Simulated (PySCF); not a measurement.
```json
{"atom": "N", "x (Å)": "-1.0416", "y (Å)": "1.8589", "z (Å)": "-0.0086"}
{"atom": "Si", "x (Å)": "-0.3936", "y (Å)": "0.2660", "z (Å)": "0.0244"}
{"atom": "C", "x (Å)": "-1.8893", "y (Å)": "-0.8513", "z (Å)": "0.4395"}
{"atom": "F", "x (Å)": "-2.9734", "y (Å)": "-0.5232", "z (Å)": "-0.3546"}
{"atom": "C", "x (Å)": "0.8627", "y (Å)": "-0.3832", "z (Å)": "-1.2672"}
{"atom": "Si", "x (Å)": "2.1881", "y (Å)": "-0.4617", "z (Å)": "0.1088"}
{"atom": "N", "x (Å)": "0.9258", "y (Å)": "0.1129", "z (Å)": "1.1546"}
{"atom": "H", "x (Å)": "-0.4423", "y (Å)": "2.6362", "z (Å)": "-0.2318"}
{"atom": "H", "x (Å)": "-1.9648", "y (Å)": "1.9969", "z (Å)": "-0.3861"}
{"atom": "H", "x (Å)": "-2.2193", "y (Å)": "-0.7238", "z (Å)": "1.4714"}
{"atom": "H", "x (Å)": "-1.6899", "y (Å)": "-1.9092", "z (Å)": "0.2653"}
{"atom": "H", "x (Å)": "0.6271", "y (Å)": "-1.3348", "z (Å)": "-1.7326"}
{"atom": "H", "x (Å)": "1.0836", "y (Å)": "0.3138", "z (Å)": "-2.0695"}
{"atom": "H", "x (Å)": "3.2943", "y (Å)": "0.4885", "z (Å)": "-0.0215"}
{"atom": "H", "x (Å)": "2.6702", "y (Å)": "-1.7983", "z (Å)": "0.4587"}
{"atom": "H", "x (Å)": "0.9548", "y (Å)": "0.3212", "z (Å)": "2.1377"}
```

Geometry: GFN2-xTB.

All numbers below come from PySCF 2.14.0, PBE0/def2-SVPD, SCF density, gas phase.

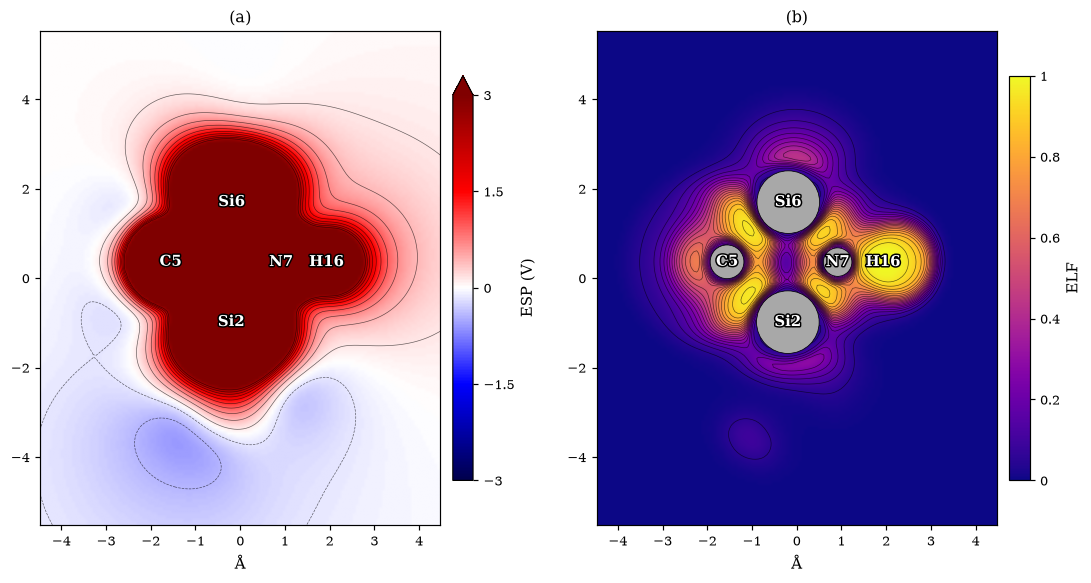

C2H9FN2Si2. (a) electrostatic potential; (b) electron localisation function on the plane of atoms Si2, C5 and Si6. Grey discs cover the atomic cores in the ELF map.

### Describe what can be read from this map.

The section cuts through Si, C, N and H sites. Si–N (1.74 Å): the ELF peaks at about 0.90 between the atoms, as expected for a shared but strongly polarised pair. C–Si (1.91 Å): the ELF peaks at about 0.95 between the atoms; a covalent bond. N–H (1.01 Å): the ELF climbs to about 1 towards the hydrogen, as it does in any bond to H (a covalent bond by its length). Outside the dense part of the molecule the potential is most negative (−0.6 V) near F4, which lies off the plane.
